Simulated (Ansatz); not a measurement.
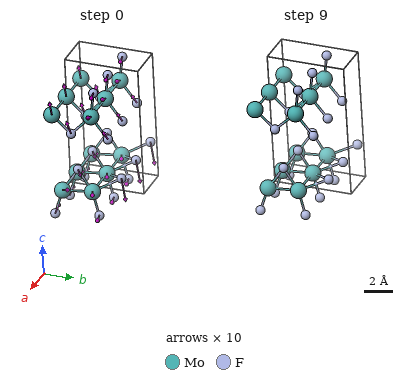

The structure of solid Mo$_{2}$F$_{3}$ (a generated structure, set up in P1) (coarse preliminary run) before (left) and after (right) a relaxation, at one scale. The purple arrows give the displacements (the part carried along by the change of the cell is left out), 10 times their true length.

The picture is a ball-and-stick view of the cell of the calculation, repeated 3 × 1 × 1 with one cell outlined, seen from a free direction.

Theory: DFT PBE, scalar-relativistic, plane waves, PAW in Ansatz.

The input:
```yaml
crystal:
  lattice:
    - [2.6708209717, 0.0, 0.0]
    - [-0.5694500106, 5.5018463131, 0.0]
    - [-0.0968083196, -0.4748156293, 10.2828281793]
  atoms:
    - { symbol: Mo, position: [0.4705614805, 0.6064767246, 0.1989411597] }
    - { symbol: Mo, position: [0.650227573, 0.2331456487, 0.2016906895] }
    - { symbol: Mo, position: [0.6452373141, 0.1347661007, 0.8078346568] }
    - { symbol: Mo, position: [0.4283287002, 0.625699725, 0.806424687] }
    - { symbol: F, position: [0.0773122668, 0.9301718649, 0.2798836857] }
    - { symbol: F, position: [0.5692943558, 0.4427053716, 0.3794754821] }
    - { symbol: F, position: [0.5311038887, 0.8681044398, 0.6599257812] }
    - { symbol: F, position: [0.5342781316, 0.3637922564, 0.6577735183] }
    - { symbol: F, position: [0.4215367487, 0.6736213281, 0.0026430939] }
    - { symbol: F, position: [0.6721195405, 0.1215165403, 0.0054072458] }
basis:
  ecutwfc: 420
kpoints:
  mp_grid: { grid: [6, 4, 2] }
hamiltonian:
  xc: pbe
scf:
  occupations: { method: gaussian, width: 0.1 }
  lower_state_search: "off"
output:
  forces: true
  stress: true
  eigenvalues: true
relax:
  adjacent_minimum: "off"
  f_tol: 0.04
  max_steps: 70
  cell: { stress_tol: 0.4 }
```

Command:
```bash
ansatz run input.yaml --threads 1 --pin off --max-ram 2560MiB --backend cpu --events-out ev --progress --plain --runs-dir out
```

> What changed between the two?

The largest move relative to the cell is that of F5, 0.22 Å along [−1 0 −2]. Largest moves by element: F 0.22 Å, Mo 0.12 Å. The volume changes by +1.7 %, with a 2.671 → 2.570 Å (−3.8 %), b 5.531 → 5.765 Å (+4.2 %), c 10.294 → 10.470 Å (+1.7 %), α 92.6° → 93.7°, γ 95.9° → 96.9°. Near-neighbour distances that change, for instance: Mo1–F5 2.402 → 2.265 Å, Mo3–Mo4 2.835 → 2.971 Å, Mo1–Mo1 2.671 → 2.570 Å, Mo1–Mo2 2.853 → 2.917 Å. Bond angles that change, for instance: Mo1–F5–Mo2 138.2° → 148.5°, Mo1–F5–Mo2 94.5° → 102.8°, Mo1–F5–Mo2 139.5° → 147.6°. The space group stays P1 (No. 1). Over 6 accepted moves (9 points after the start) the energy falls by 21.2 meV per atom. Largest force component: 0.6 eV/Å at the start, 0.013 eV/Å at the end. The pressure goes from −0.03 to 0.00 GPa. The line search rejected the trial step at point 4 of the run. At 2 points the geometry stayed and the basis and grid were re-selected for the new cell (energy shift of 1.6 meV per atom at most each time).

Limits of the set-up: the k-point mesh is coarse for a cell with partly filled bands.
